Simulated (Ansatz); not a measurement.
Process, species as SMILES: Cl (HCl) → [Cl-] + H+
B3LYP-D3(BJ)/def2-TZVP geometries, fixed; electronic energies without zero-point terms.
Largest species:
```xyz
2

Cl     0.0000     0.0000    -0.0712
H      0.0000     0.0000     1.2108
```
Charge 0, spin multiplicity 1.

Basis-set convergence of the deprotonation energy at HF with Ansatz (a quantum-chemistry and plane-wave program). Cartesian d functions, on some or all atoms, in 6-31G*, 6-31+G*, 6-311G**; all else is spherical. No added dispersion term, no relativity. Functions are those of the species that has most. Reference: the value in aug-cc-pV(5+d)Z, 336.16 kcal/mol, itself unsure by roughly 0.05 kcal/mol (its mean distance from aug-pcseg-3, aug-cc-pV(Q+d)Z, def2-QZVPPD). Deviations are taken from unrounded values.

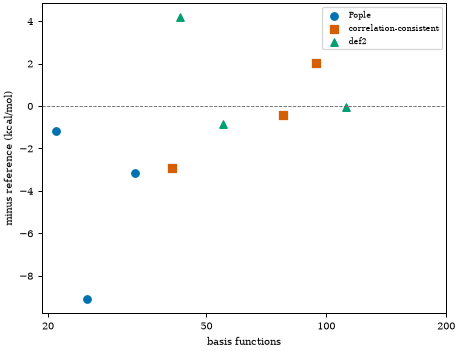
Figure: Deviation from the reference against the number of basis functions, by family of sets.

```csv
basis,functions,deprotonation energy (kcal/mol),minus reference (kcal/mol)
6-31G*,21,334.98,-1.18
6-31+G*,25,327.07,-9.09
6-311G**,33,332.99,-3.17
aug-cc-pV(D+d)Z,41,333.24,-2.92
def2-TZVP,43,340.34,4.18
def2-TZVPD,55,335.30,-0.86
aug-cc-pV(T+d)Z,78,335.75,-0.41
cc-pV(Q+d)Z,94,338.19,2.03
def2-QZVPPD,112,336.12,-0.04
```
